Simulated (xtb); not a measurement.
Geometry relaxation of RbCl (part 2 of 2)

The same run, continued: RbCl, SMILES [Cl][Rb]; GFN1-xTB (xtb 6.7.1). The geometry comes from this level: PBE0-D4/def2-TZVP.

Geometry of the input (Å):
```
Cl 0.0000  0.0000  -0.0645
Rb -0.0000  -0.0000  2.7793
```

## Log, continued
```
........................................................................
.............................. CYCLE    5 ..............................
........................................................................

 iter      E             dE          RMSdq      gap      omega  full diag
   1     -4.6186615 -0.461866E+01  0.465E-03    2.42       0.0  T
   2     -4.6186615 -0.169557E-07  0.137E-03    2.42      51.8  T
   3     -4.6186615 -0.167019E-08  0.702E-05    2.42    1007.1  T
   4     -4.6186615 -0.143885E-12  0.666E-07    2.42  100000.0  T
     SCC iter.                  ...        0 min,  0.000 sec
     gradient                   ...        0 min,  0.000 sec
 * total energy  :    -4.6137179 Eh     change       -0.1236711E-05 Eh
   gradient norm :     0.0000096 Eh/α   predicted    -0.8118417E-06 ( -34.35%)
   displ. norm   :     0.0000933 α      lambda       -0.1575606E-09
   maximum displ.:     0.0000933 α      in ANC's #1, #1, #1, ...

........................................................................
.............................. CYCLE    6 ..............................
........................................................................

 iter      E             dE          RMSdq      gap      omega  full diag
   1     -4.6186593 -0.461866E+01  0.897E-05    2.42       0.0  T
   2     -4.6186593 -0.630251E-11  0.264E-05    2.42    2681.8  T
   3     -4.6186593 -0.619949E-12  0.140E-06    2.42   50538.6  T
     SCC iter.                  ...        0 min,  0.000 sec
     gradient                   ...        0 min,  0.000 sec
 * total energy  :    -4.6137179 Eh     change       -0.4501031E-09 Eh
   gradient norm :     0.0000001 Eh/α   predicted    -0.2970161E-09 ( -34.01%)
   displ. norm   :     0.0000010 α      lambda        0.4769787E-09
   maximum displ.:     0.0000010 α      in ANC's #1, #1, #1, ...

   *** GEOMETRY OPTIMIZATION CONVERGED AFTER 6 ITERATIONS ***

------------------------------------------------------------------------
 total energy gain   :        -0.0015068 Eh       -0.9455 kcal/mol
 total RMSD          :         0.1389976 a0        0.0736 Å
 total power (kW/mol):        -0.6593601 (step)-1152.1377 (real)
------------------------------------------------------------------------

 ANCopt (total)                0 d,  0 h,  0 min,  0.003 sec
 optimizer setup                ...        0 min,  0.000 sec (  1.060%)
 model hessian                  ...        0 min,  0.000 sec (  0.384%)
 ANC generation                 ...        0 min,  0.000 sec (  0.382%)
 coordinate transformation      ...        0 min,  0.000 sec (  0.435%)
 single point calculation       ...        0 min,  0.003 sec ( 90.975%)
 optimization log               ...        0 min,  0.000 sec (  1.658%)
 hessian update                 ...        0 min,  0.000 sec (  0.183%)
 rational function              ...        0 min,  0.000 sec (  2.239%)

================
 final structure:
================
2
 xtb: 6.7.1
Cl           0.00000000000000        0.00000000000000        0.00907436597264
Rb           0.00000000000000        0.00000000000000        2.70574563402736

 Bond Distances (Angstroems)
 ---------------------------
Cl1-Rb2=2.6967       Rb2-Cl1=2.6967
 Rb Cl Rav=2.6967 sigma=0.0000  Rmin=2.6967  Rmax=2.6967     1

 selected bond angles (degree)
 --------------------

 selected dihedral angles (degree)
 ---------------------------------

           -------------------------------------------------
          |                Final Singlepoint                |
           -------------------------------------------------

          ...................................................
          :                      SETUP                      :
          :.................................................:
          :  # basis functions                  14          :
          :  # atomic orbitals                  13          :
          :  # shells                            5          :
          :  # electrons                         8          :
          :  # halogen bonds                     0          :
          :  max. iterations                   250          :
          :  Hamiltonian                  GFN1-xTB          :
          :  restarted?                      false          :
          :  GBSA solvation                  false          :
          :  PC potential                    false          :
          :  electronic temp.          300.0000000     K    :
          :  accuracy                    1.0000000          :
          :  -> integral cutoff          0.2500000E+02      :
          :  -> integral neglect         0.1000000E-07      :
          :  -> SCF convergence          0.1000000E-05 Eh   :
          :  -> wf. convergence          0.2000000E-04 e    :
          :  Broyden damping             0.4000000          :
          :  net charge                          0          :
          :  unpaired electrons                  0          :
          ...................................................

 iter      E             dE          RMSdq      gap      omega  full diag
   1     -4.6186593 -0.461866E+01  0.731E-09    2.42       0.0  T
   2     -4.6186593  0.444089E-14  0.472E-09    2.42  100000.0  T
   3     -4.6186593 -0.710543E-14  0.501E-10    2.42  100000.0  T

   *** convergence criteria satisfied after 3 iterations ***

         #    Occupation            Energy/Eh            Energy/eV
      -------------------------------------------------------------
         1        2.0000           -0.8209783             -22.3400
         2        2.0000           -0.4240195             -11.5382
         3        2.0000           -0.4240195             -11.5382
         4        2.0000           -0.4186655             -11.3925 (HOMO)
         5                         -0.3297786              -8.9737 (LUMO)
         6                         -0.2034237              -5.5354
         7                         -0.2034237              -5.5354
         8                         -0.0773339              -2.1044
         9                          0.0516596               1.4057
       ...                                ...                  ...
        13                          0.0530065               1.4424
      -------------------------------------------------------------
                  HL-Gap            0.0888869 Eh            2.4187 eV
             Fermi-level           -0.3742221 Eh          -10.1831 eV

 SCC (total)                   0 d,  0 h,  0 min,  0.001 sec
 SCC setup                      ...        0 min,  0.000 sec (  3.816%)
 Dispersion                     ...        0 min,  0.000 sec (  0.563%)
 classical contributions        ...        0 min,  0.000 sec (  0.247%)
 integral evaluation            ...        0 min,  0.000 sec ( 43.144%)
 iterations                     ...        0 min,  0.000 sec ( 14.183%)
 molecular gradient             ...        0 min,  0.000 sec ( 33.088%)
 printout                       ...        0 min,  0.000 sec (  4.300%)

         :::::::::::::::::::::::::::::::::::::::::::::::::::::
         ::                     SUMMARY                     ::
         :::::::::::::::::::::::::::::::::::::::::::::::::::::
         :: total energy              -4.613717930327 Eh    ::
         :: gradient norm              0.000000099464 Eh/a0 ::
         :: HOMO-LUMO gap              2.418734629488 eV    ::
         ::.................................................::
         :: SCC energy                -4.618659325068 Eh    ::
         :: -> electrostatic           0.031492370272 Eh    ::
         :: repulsion energy           0.005187278947 Eh    ::
         :: dispersion energy         -0.000245884206 Eh    ::
         :: halogen bond corr.         0.000000000000 Eh    ::
         :: add. restraining           0.000000000000 Eh    ::
         :: total charge              -0.000000000000 e     ::
         :::::::::::::::::::::::::::::::::::::::::::::::::::::

           -------------------------------------------------
          |                Property Printout                |
           -------------------------------------------------

    * Orbital Energies and Occupations

         #    Occupation            Energy/Eh            Energy/eV
      -------------------------------------------------------------
         1        2.0000           -0.8209783             -22.3400
         2        2.0000           -0.4240195             -11.5382
         3        2.0000           -0.4240195             -11.5382
         4        2.0000           -0.4186655             -11.3925 (HOMO)
         5                         -0.3297786              -8.9737 (LUMO)
         6                         -0.2034237              -5.5354
         7                         -0.2034237              -5.5354
         8                         -0.0773339              -2.1044
         9                          0.0516596               1.4057
        10                          0.0516596               1.4057
        11                          0.0529096               1.4397
        12                          0.0529096               1.4397
        13                          0.0530065               1.4424
      -------------------------------------------------------------
                  HL-Gap            0.0888869 Eh            2.4187 eV
             Fermi-level           -0.3742221 Eh          -10.1831 eV

  Mulliken/CM5 charges         n(s)   n(p)   n(d)
     1Cl   -0.65879 -0.82332   1.883  5.775 -0.000
     2Rb    0.65879  0.82332   0.006  0.336  0.000

Wiberg/Mayer (AO) data.
largest (>0.10) Wiberg bond orders for each atom

 ---------------------------------------------------------------------------
     #   Z sym  total        # sym  WBO       # sym  WBO       # sym  WBO
 ---------------------------------------------------------------------------
     1  17 Cl   0.643 --     2 Rb   0.643
     2  37 Rb   0.643 --     1 Cl   0.643
 ---------------------------------------------------------------------------

Topologies differ in total number of bonds
Writing topology from bond orders to xtbtopo.mol

 dipole moment from electron density (au)
     X       Y       Z
   0.0000  -0.0000   4.1469  total (Debye):   10.540

           -------------------------------------------------
          |                Geometry Summary                 |
           -------------------------------------------------

      molecular mass/u    :      120.9206012
   center of mass at/Å    :        0.0000000       0.0000000       1.9151037
  moments of inertia/u·Å² :        0.0000000E+00   0.1822258E+03   0.1822258E+03
rotational constants/cm⁻¹ :             Infinity   0.9250958E-01   0.9250958E-01

 * 1 selected distances

     #   Z          #   Z                                           value/Å
     0   0      0   0                                     0.0000000 (max)

 * 0 distinct bonds (by element types)

   Z      Z             #   av. dist./Å        max./Å        min./Å

optimized geometry written to: xtbopt.xyz

           -------------------------------------------------
          | TOTAL ENERGY               -4.613717930327 Eh   |
          | GRADIENT NORM               0.000000099464 Eh/α |
          | HOMO-LUMO GAP               2.418734629488 eV   |
           -------------------------------------------------

------------------------------------------------------------------------
------------------------------------------------------------------------
 total:
 *  cpu-time:     0 d,  0 h,  0 min,  0.008 sec
 * ratio c/w:     1.000 speedup
 SCF:
 *  cpu-time:     0 d,  0 h,  0 min,  0.001 sec
 * ratio c/w:     1.000 speedup
 ANC optimizer:
 *  cpu-time:     0 d,  0 h,  0 min,  0.004 sec
 * ratio c/w:     1.000 speedup
```

## File xtbopt.xyz
```
2
 energy: -4.613717930327 gnorm: 0.000000099464 xtb: 6.7.1
Cl           0.00000000000000        0.00000000000000        0.00907436597264
Rb           0.00000000000000        0.00000000000000        2.70574563402736
```

## Standard error
```
normal termination of xtb
```

## Trajectory as extended XYZ (Å, eV, eV/Å), 6 frames, from step=0 to step=5
```
2
Properties=species:S:1:pos:R:3 step=0 energy=-125.50466
Cl    0.0000    0.0000   -0.0645
Rb    0.0000    0.0000    2.7793
2
Properties=species:S:1:pos:R:3 step=1 energy=-124.75970
Cl    0.0000    0.0000    0.1957
Rb    0.0000    0.0000    2.5191
2
Properties=species:S:1:pos:R:3 step=2 energy=-125.54555
Cl    0.0000    0.0000    0.0124
Rb    0.0000    0.0000    2.7024
2
Properties=species:S:1:pos:R:3 step=3 energy=-125.54563
Cl    0.0000    0.0000    0.0109
Rb    0.0000    0.0000    2.7039
2
Properties=species:S:1:pos:R:3 step=4 energy=-125.54566
Cl    0.0000    0.0000    0.0091
Rb    0.0000    0.0000    2.7057
2
Properties=species:S:1:pos:R:3 step=5 energy=-125.54566
Cl    0.0000    0.0000    0.0091
Rb    0.0000    0.0000    2.7058
```

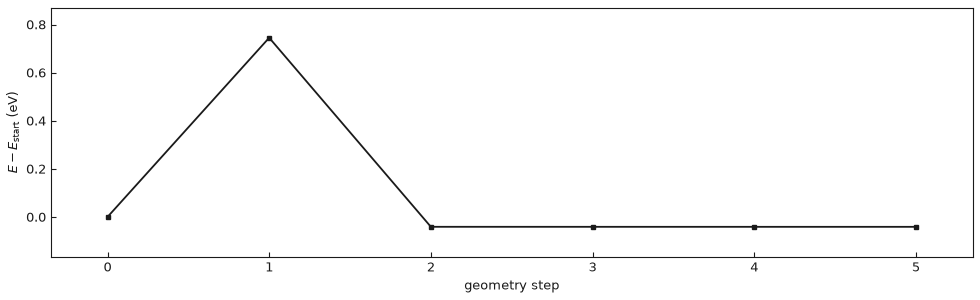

**Figure 1.** Progress of the relaxation, step by step (steps are counted from 0).

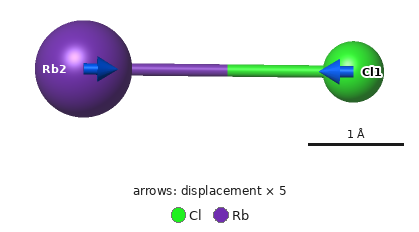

**Figure 2.** The starting structure with the displacements as blue arrows, magnified 5 times (ball-and-stick view, seen at a tilt). The two geometries are laid on each other by the best rigid fit. The largest moves after the best rigid fit, 0.074 Å, are those of Cl1 and Rb2. Largest moves by element: Rb 0.074 Å, Cl 0.074 Å. Among the contacts that change: Cl1–Rb2 2.844 → 2.697 Å. Over 5 geometry steps the energy falls by 0.041 eV. (Atoms are counted from 1 in the order of the input.)

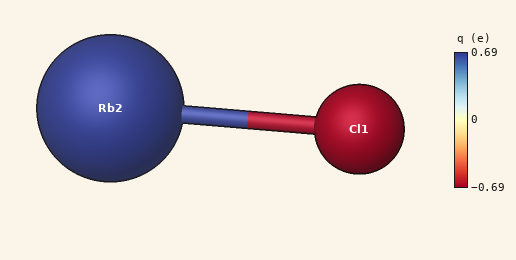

**Figure 3.** Mulliken charges, as the colour of each atom (ball-and-stick view, seen at a tilt; atoms are numbered from 1 in the order of the input). By element: Cl −0.66 and Rb +0.66 e.

## Key numbers

```json
{"quantity": "outcome", "value": "converged"}
{"quantity": "electrons treated", "value": "8"}
{"quantity": "total energy", "value": "−4.613718 hartree"}
{"quantity": "dispersion energy", "value": "−0.000246 hartree"}
{"quantity": "basis functions", "value": "14"}
{"quantity": "HOMO", "value": "−11.39 eV"}
{"quantity": "LUMO", "value": "−8.97 eV"}
{"quantity": "dipole moment", "value": "10.54 D"}
{"quantity": "peak memory", "value": "0.071 GiB"}
```
